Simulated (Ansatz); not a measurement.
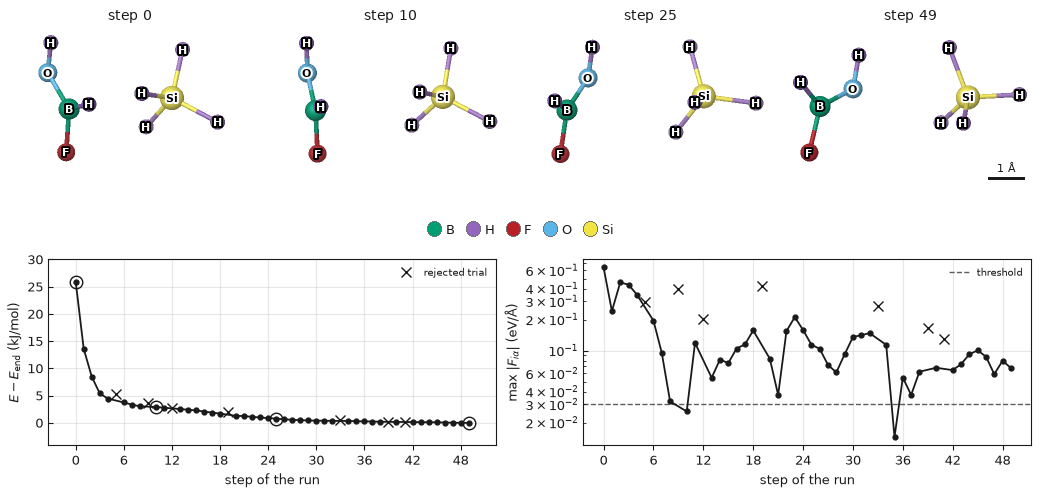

Frames of a relaxation of BSiH₆OF, marked on the history of the run. A ball-and-stick model, seen at a tilt.

The run prepares an end point of a later path (reaction) calculation, from a guessed geometry.

Theory: RKS PBE0/6-31G* (Ansatz). Settings: no spin polarisation; force threshold 0.03 eV/Å; at most 50 steps.

**What happens along the run?**

The relaxation stopped without meeting its thresholds, so the last structure isn't shown to be converged. It used up its limit of 50 steps. An H atom moves most after the best rigid fit: 2.01 Å. By element the largest moves are H 2.01 Å, F 1.27 Å, B 0.86 Å, O 0.84 Å, Si 0.49 Å. Near-neighbour distances that change, for instance: H–Si 1.472 → 1.487 Å, B–H 1.190 → 1.200 Å. Over 42 accepted moves (49 points after the start) the energy falls by 25.9 kJ/mol. Largest force component: 0.64 eV/Å at the start, 0.068 eV/Å at the end. The line search rejected the trial steps at points 5, 9, 12, 19, 33, 39, 41 of the run. The forces were under the threshold at step 10, but the run went on from there. Cost: 120 s on 1 thread of Intel(R) Xeon(R) Platinum 8488C (Sapphire Rapids), on a shared host, peak memory 0.19 GiB. From step 0 to 10: an H atom moves most (0.84 Å), energy −23.0 kJ/mol. From step 10 to 25: H atoms move most (0.74 Å), energy −2.14 kJ/mol. From step 25 to 49: an H atom moves most (0.68 Å), energy −0.78 kJ/mol.

```csv
step,"E − E(0), kJ/mol","largest force component, eV/Å",note
0,0.00,0.6401,
1,-12.33,0.2416,
2,-17.43,0.4579,
3,-20.53,0.4363,
4,-21.48,0.3495,
5,-20.65,0.2936,rejected
6,-22.19,0.1951,
7,-22.58,0.0949,
8,-22.90,0.0321,
9,-22.37,0.3951,rejected
10,-23.02,0.0256,
12,-23.15,0.2010,rejected
14,-23.52,0.0818,
16,-23.85,0.1047,
18,-24.24,0.1566,
20,-24.64,0.0834,
22,-24.84,0.1542,
24,-25.07,0.1582,
26,-25.28,0.1039,
28,-25.45,0.0614,
31,-25.54,0.1410,
33,-25.38,0.2700,rejected
35,-25.64,0.0145,
37,-25.69,0.0371,
39,-25.72,0.1649,rejected
41,-25.73,0.1295,rejected
43,-25.81,0.0737,
45,-25.84,0.1004,
47,-25.91,0.0590,
49,-25.94,0.0678,
```
